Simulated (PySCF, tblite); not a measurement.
# C4H10NOSi2 radical: geometry, infrared bands and EPR parameters

Aim: predict the infrared bands and EPR parameters of C4H10NOSi2 radical (`[C]#C[Si@@H](NC)[SiH2]OC`).

The runs use tblite 0.8.0 and PySCF 2.14.0, with density-fitted response routines of our own; the level of theory stands in each step. All values are computed, except where a source is named. Atoms count from 0, in the outputs and in this text.

## 1. Starting geometry

18 atoms, charge 0, multiplicity 2; geometry from: force field or distance geometry start.

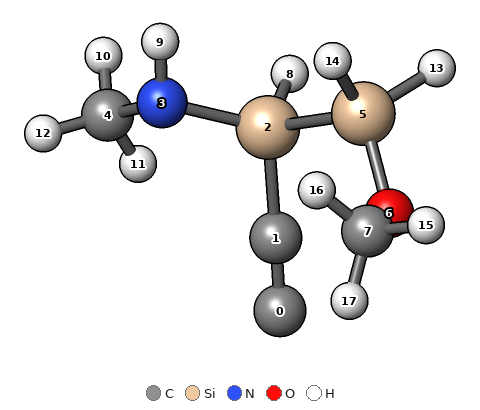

The starting geometry (carbon grey, silicon light orange, nitrogen blue, oxygen red, hydrogen white), atoms numbered.

## 2. Optimising the geometry with GFN2-xTB

What the job is given:

```
{"job": {"kind": "relax", "xc": "GFN2-xTB", "basis": "xTB"}, "charge": 0, "multiplicity": 2}
C      0.691000    -2.953500     0.876100
C      0.721600    -1.742100     0.800800
Si     0.819900     0.075800     0.697000
N      1.577900     0.603100    -0.839600
C      2.925600     0.040600    -0.820900
Si    -1.280600     0.815600     0.883500
O     -2.302000    -0.501700     0.579900
C     -3.095800    -0.361600    -0.527700
H      1.639900     0.518500     1.821500
H      1.555400     1.627400    -0.910900
H      3.615100     0.742400    -0.338700
H      2.895500    -0.882200    -0.212000
H      3.269900    -0.142400    -1.846100
H     -1.417700     1.318800     2.263400
H     -1.572300     1.943000    -0.001100
H     -4.123600    -0.064500    -0.197100
H     -2.725800     0.365800    -1.266100
H     -3.202700    -1.396800    -0.973600
```

The run is started by

```
$ OMP_NUM_THREADS=1 python probes_run.py task.json out
```

This one command runs all jobs of the session in turn.

The log of the run:

```text
step      E/eV     max force
  0    -651.72809    2.850
  1    -651.94535    2.729
  2    -651.95608    2.749
  3    -652.06141    0.649
  4    -652.09920    0.502
  5    -652.15186    0.861
  6    -652.20307    0.659
  7    -652.25135    0.482
  8    -652.29282    0.431
  9    -652.33368    0.572
 10    -652.36384    0.464
 11    -652.38428    0.298
 12    -652.40152    0.354
 13    -652.41892    0.420
 14    -652.43375    0.296
 15    -652.44307    0.233
 16    -652.44862    0.227
 17    -652.45278    0.197
 18    -652.45639    0.185
 19    -652.45933    0.111
 20    -652.46159    0.100
 21    -652.46299    0.102
 22    -652.46448    0.083
 23    -652.46589    0.094
 24    -652.46766    0.098
 25    -652.46955    0.114
 26    -652.47137    0.121
 27    -652.47310    0.118
 28    -652.47516    0.120
 29    -652.47785    0.130
 30    -652.48077    0.119
 31    -652.48315    0.122
 32    -652.48516    0.132
 33    -652.48780    0.132
 34    -652.49148    0.143
 35    -652.49515    0.146
 36    -652.49785    0.140
 37    -652.49975    0.118
 38    -652.50195    0.127
 39    -652.50547    0.153
 40    -652.50913    0.135
 41    -652.51154    0.106
 42    -652.51031    0.311
 43    -652.51468    0.119
 44    -652.51618    0.091
 45    -652.51958    0.079
 46    -652.52132    0.082
 47    -652.52270    0.074
 48    -652.52374    0.068
 49    -652.52504    0.068
 50    -652.52649    0.090
 51    -652.52806    0.102
 52    -652.52969    0.097
 53    -652.53155    0.097
 54    -652.53374    0.101
 55    -652.53616    0.140
 56    -652.53879    0.157
 57    -652.54189    0.143
 58    -652.54558    0.146
 59    -652.54897    0.168
 60    -652.55165    0.240
 61    -652.55587    0.155
 62    -652.56033    0.093
 63    -652.56284    0.126
 64    -652.56548    0.153
 65    -652.56804    0.133
 66    -652.57077    0.146
 67    -652.57398    0.166
 68    -652.57762    0.147
 69    -652.58334    0.172
 70    -652.58705    0.204
 71    -652.59037    0.114
 72    -652.59264    0.137
 73    -652.59474    0.128
 74    -652.59729    0.171
 75    -652.59932    0.151
 76    -652.60173    0.124
 77    -652.60395    0.103
 78    -652.60538    0.124
 79    -652.60758    0.138
 80    -652.60946    0.121
 81    -652.61093    0.091
 82    -652.61155    0.143
 83    -652.61225    0.080
 84    -652.61297    0.067
 85    -652.61512    0.084
 86    -652.61663    0.082
 87    -652.61834    0.082
 88    -652.61948    0.093
 89    -652.62053    0.097
 90    -652.62141    0.053
 91    -652.62204    0.045
 92    -652.62240    0.043
 93    -652.62269    0.042
 94    -652.62305    0.039
 95    -652.62357    0.049
 96    -652.62423    0.057
 97    -652.62489    0.056
 98    -652.62547    0.049
 99    -652.62599    0.051
100    -652.62660    0.051
101    -652.62730    0.060
102    -652.62795    0.068
103    -652.62848    0.068
104    -652.62900    0.061
105    -652.62956    0.049
106    -652.63006    0.044
107    -652.63041    0.040
108    -652.63069    0.044
109    -652.63103    0.050
110    -652.63167    0.079
111    -652.63289    0.105
112    -652.63491    0.121
113    -652.63731    0.126
114    -652.64014    0.149
115    -652.63628    0.413
116    -652.64421    0.116
117    -652.64619    0.099
118    -652.65157    0.389
119    -652.65310    0.111
120    -652.65544    0.155
121    -652.65828    0.160
122    -652.66145    0.250
123    -652.65845    0.407
124    -652.66565    0.168
125    -652.66753    0.254
126    -652.67061    0.197
127    -652.67182    0.078
128    -652.67278    0.042
129    -652.67329    0.068
130    -652.67364    0.045
131    -652.67396    0.043
132    -652.67435    0.054
133    -652.67483    0.061
134    -652.67536    0.050
135    -652.67590    0.047
136    -652.67642    0.051
137    -652.67680    0.048
138    -652.67713    0.047
139    -652.67735    0.042
140    -652.67752    0.025
141    -652.67764    0.025
142    -652.67789    0.043
143    -652.67818    0.072
144    -652.67863    0.080
145    -652.67922    0.085
146    -652.67991    0.055
147    -652.68048    0.052
148    -652.68081    0.035
149    -652.68103    0.033
150    -652.68128    0.033
151    -652.68165    0.051
152    -652.68208    0.072
153    -652.68252    0.080
154    -652.68298    0.066
155    -652.68350    0.079
156    -652.68401    0.061
157    -652.68441    0.054
158    -652.68466    0.027
159    -652.68486    0.027
160    -652.68502    0.028
161    -652.68513    0.018
162    -652.68521    0.022
163    -652.68533    0.025
164    -652.68552    0.034
165    -652.68582    0.049
166    -652.68623    0.064
167    -652.68677    0.076
168    -652.68746    0.072
169    -652.68831    0.061
170    -652.68923    0.051
171    -652.69000    0.052
172    -652.69053    0.074
173    -652.69097    0.087
174    -652.69140    0.079
175    -652.69183    0.048
176    -652.69232    0.036
177    -652.69272    0.043
178    -652.69351    0.067
179    -652.69451    0.096
180    -652.69560    0.102
181    -652.69657    0.088
182    -652.69740    0.113
183    -652.69830    0.185
184    -652.69905    0.085
185    -652.69952    0.038
186    -652.69991    0.052
187    -652.70009    0.038
188    -652.70024    0.054
189    -652.70035    0.049
190    -652.70052    0.041
191    -652.70076    0.040
192    -652.70109    0.043
193    -652.70146    0.054
194    -652.70181    0.061
195    -652.70208    0.048
196    -652.70231    0.033
197    -652.70255    0.031
198    -652.70289    0.036
199    -652.70328    0.046
200    -652.70362    0.052
201    -652.70386    0.047
202    -652.70410    0.036
203    -652.70432    0.026
204    -652.70460    0.035
205    -652.70497    0.042
206    -652.70533    0.058
207    -652.70570    0.066
208    -652.70614    0.062
209    -652.70667    0.057
210    -652.70723    0.059
211    -652.70782    0.062
212    -652.70847    0.067
213    -652.70935    0.072
214    -652.71100    0.071
215    -652.71245    0.171
216    -652.71406    0.117
217    -652.71525    0.158
218    -652.71484    0.194
219    -652.71816    0.189
220    -652.71859    0.190
221    -652.72007    0.113
222    -652.72072    0.156
223    -652.72190    0.068
224    -652.72275    0.141
225    -652.72343    0.160
226    -652.72403    0.036
227    -652.72434    0.042
228    -652.72458    0.042
229    -652.72471    0.030
230    -652.72480    0.024
231    -652.72492    0.014
232    -652.72496    0.017
233    -652.72500    0.022
234    -652.72505    0.014
235    -652.72508    0.010
```

Run time: 2.9 s. Hardware: 1 thread of AMD EPYC 7R43, shared host.

Along the way: (not every step is listed)

```
step  energy from step 0 (eV)  largest force (eV/Å)
   0                   0.0000                2.8498
   1                  -0.2173                2.7295
   2                  -0.2280                2.7495
   3                  -0.3333                0.6491
   4                  -0.3711                0.5021
   5                  -0.4238                0.8607
   6                  -0.4750                0.6588
   7                  -0.5233                0.4816
   8                  -0.5647                0.4311
  30                  -0.7527                0.1190
  52                  -0.8016                0.0973
  74                  -0.8692                0.1707
  96                  -0.8961                0.0570
 118                  -0.9235                0.3894
 140                  -0.9494                0.0247
 162                  -0.9571                0.0216
 184                  -0.9710                0.0852
 206                  -0.9772                0.0577
 228                  -0.9965                0.0425
 230                  -0.9967                0.0240
 231                  -0.9968                0.0136
 232                  -0.9969                0.0170
 233                  -0.9969                0.0224
 234                  -0.9970                0.0140
 235                  -0.9970                0.0099
```

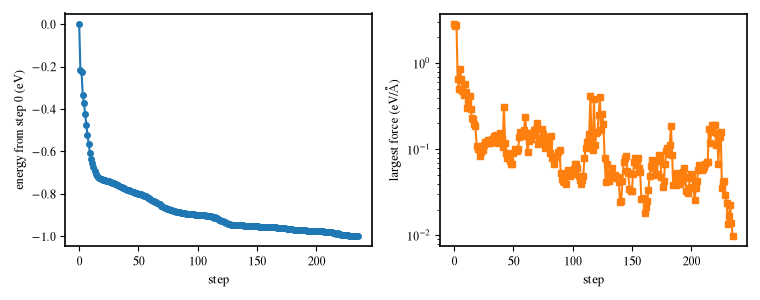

Energy and force, step by step.

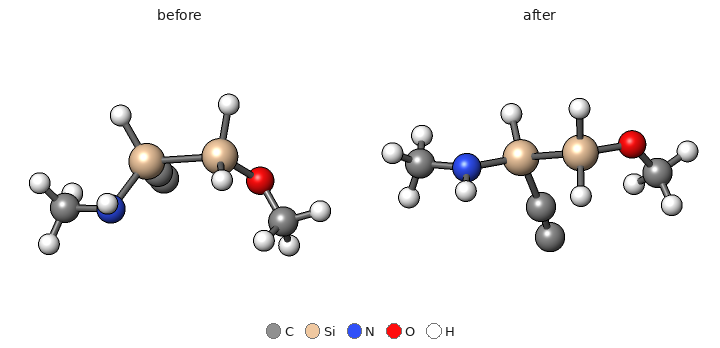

The geometry before (left) and after (right).

Distances of close pairs at the start and the end, largest changes first:

```
   bond  before (Å)  after (Å)  change (Å)
Si2–Si5       2.235      2.318      +0.083
 Si5–O6       1.694      1.616      -0.079
 Si2–N3       1.793      1.719      -0.074
 C1–Si2       1.824      1.873      +0.050
 C7–H17       1.132      1.092      -0.040
 C7–H15       1.120      1.091      -0.029
  O6–C7       1.370      1.397      +0.027
  N3–C4       1.460      1.440      -0.020
```

The end geometry stands in the next job.

## 3. Vibrational analysis with GFN2-xTB

What the job is given:

```
{"job": {"kind": "ir", "xc": "GFN2-xTB", "basis": "xTB"}, "charge": 0, "multiplicity": 2}
C     -0.151126    -2.655026    -1.348515
C      0.066240    -1.638104    -0.733081
Si     0.591011    -0.163698     0.296393
N      1.935908     0.718568    -0.309780
C      3.301250     0.266606    -0.230546
Si    -1.226724     1.274556     0.300447
O     -2.520309     0.472223     0.841766
C     -3.165946    -0.660354     0.339688
H      1.072047    -0.671355     1.594824
H      1.797020     1.336113    -1.095129
H      3.983880     1.117652    -0.189634
H      3.423604    -0.326404     0.672221
H      3.574091    -0.358736    -1.086490
H     -1.189427     2.306811     1.328085
H     -1.467758     1.859196    -1.029011
H     -3.876580    -1.003600     1.092379
H     -3.705582    -0.411807    -0.576866
H     -2.450358    -1.456323     0.121592
```

The log of the run:

```text
mode    cm-1     km/mol
  1      28.1      1.72
  2      63.4      2.46
  3      77.6      4.05
  4      99.8      0.87
  5     106.2      1.08
  6     114.6      1.45
  7     124.9      9.13
  8     159.6      4.58
  9     173.2      2.28
 10     234.9      6.49
 11     247.2      9.73
 12     267.1     12.20
 13     300.6     13.91
 14     414.4     31.37
 15     454.6      1.16
 16     496.8     62.63
 17     563.3     20.10
 18     610.8      1.61
 19     627.8     53.06
 20     679.3    246.62
 21     719.9    114.53
 22     755.5    490.41
 23     789.4    177.02
 24     811.8     88.28
 25    1065.2     39.16
 26    1103.0      5.59
 27    1132.0      3.02
 28    1138.5     32.48
 29    1158.6     60.70
 30    1166.0    143.49
 31    1361.9     37.75
 32    1418.5      1.58
 33    1422.6      2.74
 34    1477.5      4.20
 35    1483.5      3.36
 36    1487.0      3.46
 37    1499.1      4.06
 38    2100.6    327.23
 39    2137.8    113.13
 40    2160.5    494.92
 41    2300.1    286.77
 42    2926.7     45.75
 43    2958.9     22.26
 44    2968.0     23.92
 45    2973.4     59.07
 46    2993.7     24.77
 47    3038.4     23.88
 48    3448.4      7.66
```

Run time: 1.3 s. Hardware: 1 thread of AMD EPYC 7R43, shared host.

The strongest bands and the atoms that carry them (share of the mass-weighted mode):

```
cm⁻¹  km/mol                                 atoms
 679   246.6                               H8 72 %
 720   114.5           H14 35 %, H13 31 %, H8 13 %
 756   490.4                    H14 43 %, H13 36 %
 789   177.0  Si5 36 %, O6 19 %, H13 18 %, C7 13 %
1166   143.5            O6 49 %, C7 26 %, H15 12 %
2101   327.2                      C1 52 %, C0 47 %
2160   494.9                     H14 86 %, H8 10 %
2300   286.8                              H13 97 %
```

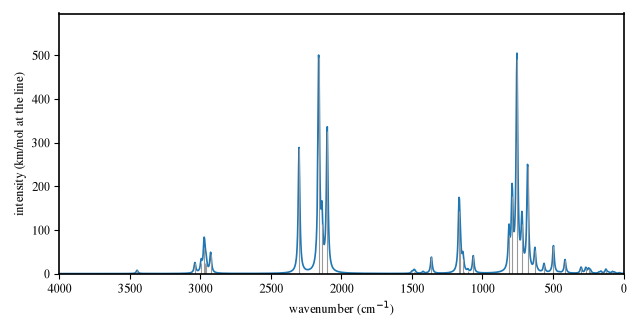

The infrared spectrum from these modes, unscaled. Lines are broadened to a width of 14 cm⁻¹ (Lorentzian).

## 4. g tensor and hyperfine couplings: B3LYP/pcH-1

Same as in step 3 but for these lines:

```diff
@@ -1,2 +1,2 @@
-{"job": {"kind": "ir", "xc": "GFN2-xTB", "basis": "xTB"}, "charge": 0, "multiplicity": 2}
+{"job": {"kind": "epr", "basis": "pcH-1"}, "charge": 0, "multiplicity": 2}
 C     -0.151126    -2.655026    -1.348515
```

Method: UKS B3LYP, pcH-1 on C H N O Si, non-relativistic, mean-field spin-orbit, GIAO.

The log of the run:

```text
UKS, coarse grid
  cycle   1  E = -867.08003820  |g| = 6.58e-01
  cycle   2  E = -865.29402590  |g| = 1.70e+00
  cycle   3  E = -867.10803754  |g| = 5.62e-01
  cycle   4  E = -867.22997538  |g| = 3.66e-01
  cycle   5  E = -867.29893329  |g| = 1.49e-01
  cycle   6  E = -867.30877373  |g| = 1.04e-01
  cycle   7  E = -867.31487830  |g| = 3.98e-02
  cycle   8  E = -867.31574156  |g| = 1.57e-02
  cycle   9  E = -867.31588353  |g| = 6.71e-03
  cycle  10  E = -867.31592673  |g| = 2.96e-03
  cycle  11  E = -867.31593908  |g| = 1.23e-03
  cycle  12  E = -867.31594268  |g| = 5.22e-04
UKS, final grid
  cycle   1  E = -867.31598496  |g| = 7.65e-04
  cycle   2  E = -867.31598357  |g| = 1.85e-03
  cycle   3  E = -867.31598558  |g| = 4.71e-04
  cycle   4  E = -867.31598576  |g| = 2.07e-04
  cycle   5  E = -867.31598601  |g| = 2.10e-04
  cycle   6  E = -867.31598631  |g| = 9.67e-05
  cycle   7  E = -867.31598636  |g| = 6.68e-05
  cycle   8  E = -867.31598639  |g| = 4.44e-05
  cycle   9  E = -867.31598639  |g| = 1.43e-05
E = -867.31598639 Eh   <S^2> = 0.7624 (exact 0.7500)
g shifts (ppm)      1          2          3
  rmc          -177       -177       -177
  gc              7          6         21
  oz_so        -121         36        865
  total        -291       -134        709
hyperfine (MHz)  atom isotope    a_iso     a_fc   dipolar eigenvalues
    0   13C     646.84     647.00    -57.86    -52.92    110.79
    1   13C      27.13      27.19    -32.36    -28.05     60.42
    2  29Si      19.15      19.16    -10.78      4.87      5.91
    3   14N       3.98       3.97     -3.40     -3.27      6.67
    4   13C      -1.69      -1.69     -0.60      0.01      0.59
    5  29Si     -12.92     -12.93     -7.80      3.88      3.92
    6   17O      -1.21      -1.19     -4.94      2.44      2.51
    7   13C      -1.19      -1.20     -0.49     -0.33      0.83
    8    1H      -8.00      -8.00     -1.20     -0.62      1.82
    9    1H      -4.25      -4.26     -3.82     -0.43      4.24
   10    1H       4.97       4.97     -0.82     -0.65      1.46
   11    1H       0.93       0.93     -0.96     -0.10      1.06
   12    1H      15.34      15.34     -1.07      0.06      1.01
   13    1H      12.52      12.52     -0.69     -0.40      1.09
   14    1H       3.64       3.64     -0.79     -0.26      1.04
   15    1H       0.78       0.78     -0.76     -0.38      1.14
   16    1H       1.13       1.13     -0.96     -0.55      1.51
   17    1H       5.75       5.75     -2.48     -2.10      4.58
```

Run time: 2.7 min. Hardware: 1 thread of AMD EPYC 7R43, shared host; peak memory 1.1 GiB.

Principal g values 2.00203, 2.00219, 2.00303; g(iso) = 2.00241, against 2.00232 for a free electron.

Hyperfine couplings; where a row names several nuclei, a(iso) is their mean (it holds for fast rotation or exchange) and the dipolar term the largest among them:

```
       nuclei  isotope  a(iso) (MHz)  a(iso) (G, at g = 2.0023)  largest dipolar term (MHz)
           C0      13C         646.8                      230.8                       110.8
           C1      13C          27.1                        9.7                        60.4
          Si2     29Si          19.2                        6.8                       -10.8
          Si5     29Si         -12.9                       -4.6                        -7.8
          H13       1H          12.5                        4.5                         1.1
           H8       1H          -8.0                       -2.9                         1.8
H10, H11, H12       1H           7.1                        2.5                         1.5
           H9       1H          -4.2                       -1.5                         4.2
           N3      14N           4.0                        1.4                         6.7
          H14       1H           3.6                        1.3                         1.0
H15, H16, H17       1H           2.6                        0.9                         4.6
           C4      13C          -1.7                       -0.6                        -0.6
           O6      17O          -1.2                       -0.4                        -4.9
           C7      13C          -1.2                       -0.4                         0.8
```

Mulliken spin populations:

C0 0.94; C1 -0.07; Si2 0.02; N3 0.07; C4 0.00; Si5 0.02; O6 0.01; C7 0.00; H8 0.00; H9 0.00; H10 0.00; H11 0.00; H12 0.01; H13 0.01; H14 0.00; H15 0.00; H16 0.00; H17 0.00

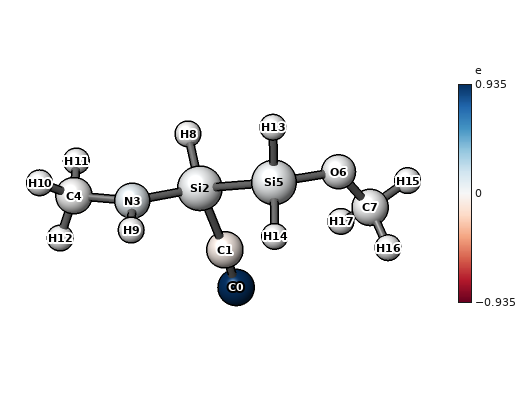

Mulliken spin populations, as colours on the atoms.

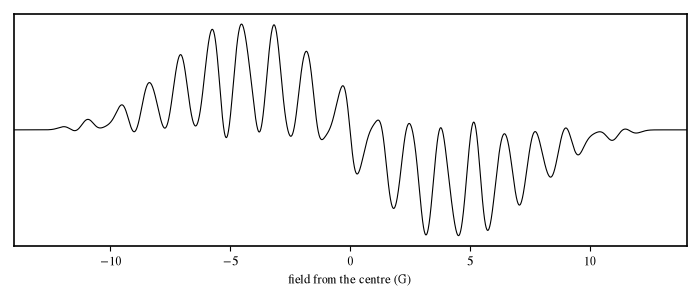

First-order isotropic spectrum (first derivative, main isotopes with spin only, couplings over 0.8 MHz, Gaussian width 0.3 G; couplings of the frozen geometry, rotation of groups not averaged beyond the rows shown).

The fields below are evaluated on a grid from the run's orbitals.

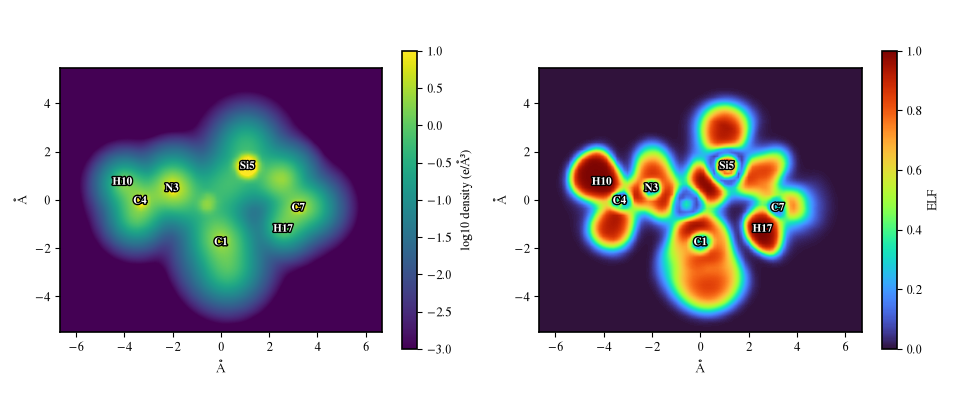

Density (left) and ELF (right) in a plane through or near 7 of the atoms.

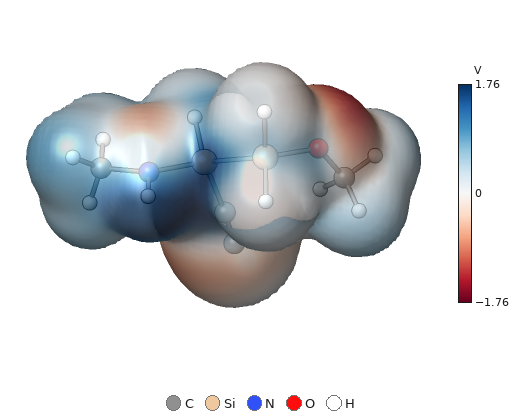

The potential that a unit positive charge feels on the 0.002 e/bohr³ surface, from -1.12 V near O6 to 1.76 V near H9.

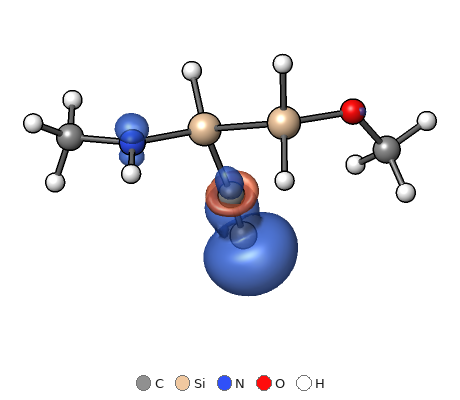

Spin density at ±0.05 e/Å³ (alpha excess blue, beta excess red).

## 5. Results

| quantity | value |
| --- | --- |
| strongest single infrared mode (GFN2-xTB) | 2160 cm⁻¹, 495 km/mol |
| zero-point energy (GFN2-xTB) | 79.8 kcal/mol |
| g(iso) (B3LYP) | 2.00241 |
| ⟨S²⟩ | 0.762 (exact 0.75) |
| largest a(iso) (averaged by class) | 13C on C0, 646.8 MHz |
| surface potential, least and greatest | -1.12 V and 1.76 V |

Relaxing lowered the energy by 0.997 eV in 235 steps; the close pair that moved most is Si2–Si5, from 2.235 to 2.318 Å. All 48 modes are real, so the xTB geometry is a minimum. The strongest single mode, at 2160 cm⁻¹, moves mainly H14. GFN2-xTB is a fitted tight-binding method: band positions and strengths are rough. Its intensities can rank the bands wrongly. C0 carries the largest spin population, 0.94 e. The isotropic g lies 0.1 ppt above the free-electron value.
